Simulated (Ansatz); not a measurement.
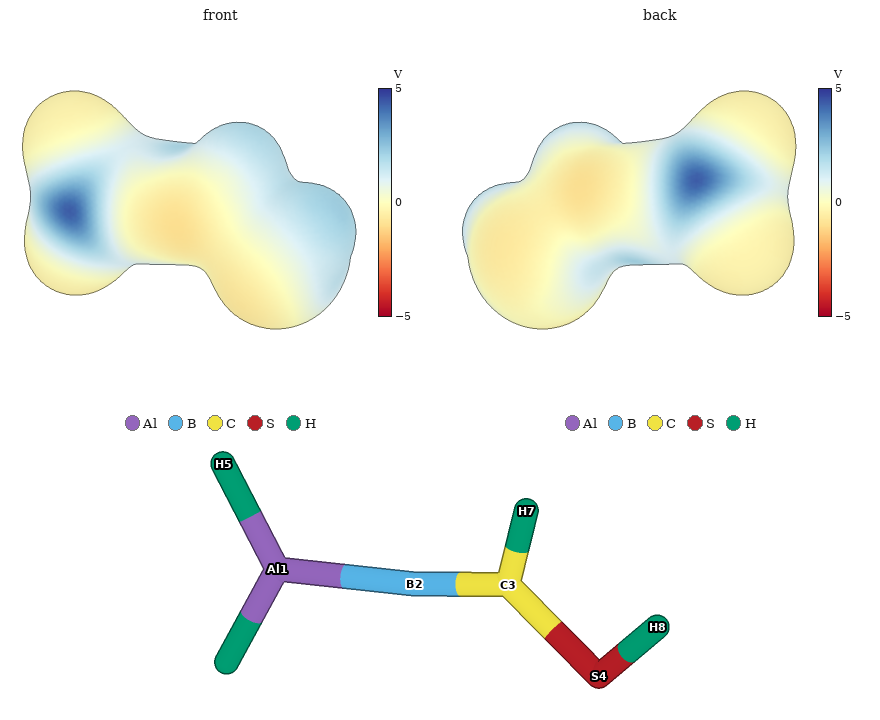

*CH₄AlBS (SMILES [AlH2][B]=CS). The molecular electrostatic potential painted on the density surface at 0.004 e/bohr³, seen from the front and from behind; the colour scale runs from red (negative) to blue (positive). The bare structure is drawn below in the same view.*

Theory: RKS PBE-D4/def2-SVP in Ansatz.

```
atom    x (Å)    y (Å)    z (Å)
  Al  -0.4008   1.8182  -0.8483
   B   0.1832   0.0339  -0.0077
   C   0.6967  -1.1979   0.4885
   S   0.1316  -2.3066   1.7253
   H   0.4704   2.4339  -2.0447
   H  -1.7031   2.5711  -0.2974
   H   1.6076  -1.5077  -0.0656
   H   1.2345  -3.1055   1.7656
```

Where is the surface potential most negative and most positive?

Answer. The most negative region (about −0.9 V) lies over the π face of C3, the most positive (about +4.2 V) over Al1.
